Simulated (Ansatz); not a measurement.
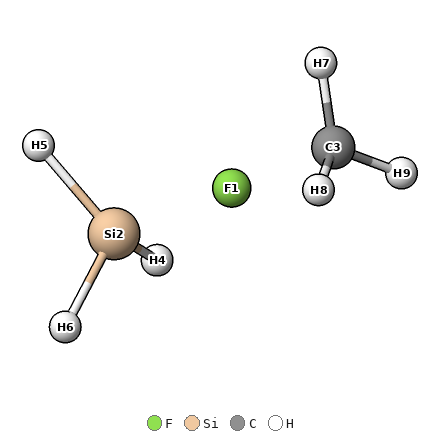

The system is the reacting system CH6FSi (fragments FH₃Si + CH₃ where the first distance is long, CH₃F + H₃Si where the second is long), spin multiplicity 2; the picture shows the reference structure. 
- The first coordinate is: distance F1–C3 (bond that forms); the second: distance F1–Si2 (bond that breaks).
- Relaxed at each point: all other coordinates.
- The scan uses a 10 × 10 grid.
- Points are written as (first, second).
- All energies are given in eV relative to the lowest grid point.
- Energies and slopes of some neighbouring points disagree (a jump in structure or state, or too coarse a mesh). In part of the range the unrestricted reference is strongly spin-contaminated.
- Theory: UKS BHLYP-D4/def2-SVP in Ansatz.

Its coordinates:

```xyz
9

F    -0.0984    0.0493   -0.1559
Si    0.8750   -0.5183    1.4544
C    -0.9341    0.5519   -1.5515
H    -0.0998   -0.6255    2.5581
H     1.8954    0.5088    1.7434
H     1.5007   -1.8245    1.1680
H    -0.6327    1.5884   -1.6373
H    -0.5391   -0.1156   -2.3071
H    -1.9668    0.3853   -1.2718
```

Range: distance F1–C3 (bond that forms) from 1.224 to 3.024 Å; distance F1–Si2 (bond that breaks) from 1.539 to 3.339 Å.

Q: Predict the map.

A: The lowest grid point is at (3.024 Å, 1.654 Å). It lies in a valley that leaves the map towards separated partners. Other grid points that lie below all their neighbours: (1.339 Å, 3.093 Å) (1.34 eV higher). The energy also falls towards the edge at (3.024 Å, 3.093 Å) (0.66 eV above the lowest), where a further well may lie outside the range. The highest grid point, (1.224 Å, 1.539 Å), lies 5.32 eV above the lowest.

```tsv
second ↓, first →	1.224	1.339	1.499	1.680	1.877	2.087	2.308	2.539	2.778	3.024
3.339	1.83	1.35	1.61	2.48	3.45	4.34	4.89	5.22	0.71	0.66
3.093	1.82	1.34	1.59	2.47	3.42	4.26	4.76	5.04	0.71	0.66
2.854	1.83	1.34	1.58	2.48	3.38	4.12	4.52	4.73	0.73	0.68
2.623	1.89	1.39	1.61	2.51	3.31	3.86	4.11	4.21	0.77	0.75
2.402	2.03	1.50	1.69	2.56	3.15	3.40	3.43	3.40	3.19	3.13
2.192	2.28	1.71	1.84	2.61	2.79	2.68	2.51	2.42	2.29	2.17
1.995	2.69	2.06	2.10	2.57	2.21	1.80	1.54	1.41	1.37	1.20
1.814	3.29	2.60	2.53	2.40	1.59	1.01	0.69	0.55	0.49	0.48
1.654	4.22	3.44	3.62	2.35	1.27	0.61	0.25	0.08	0.02	0.00
1.539	5.32	4.49	4.28	2.66	1.45	0.74	0.36	0.18	0.11	0.09
```

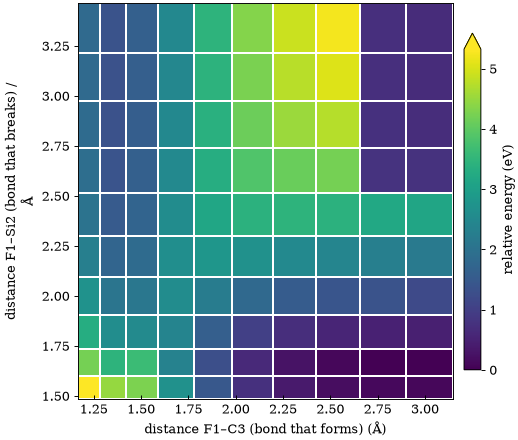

Drawn: one coloured cell a grid point, one colour for all values above the top of the scale.

Each point was launched as `ansatz run input.yaml --threads 1 --pin off --max-ram 2560MiB --backend cpu --events-out ev --progress --plain --runs-dir out`. The whole map (100 points run) took 49 min on 1 thread of Arm Neoverse V1, with other jobs on the host.
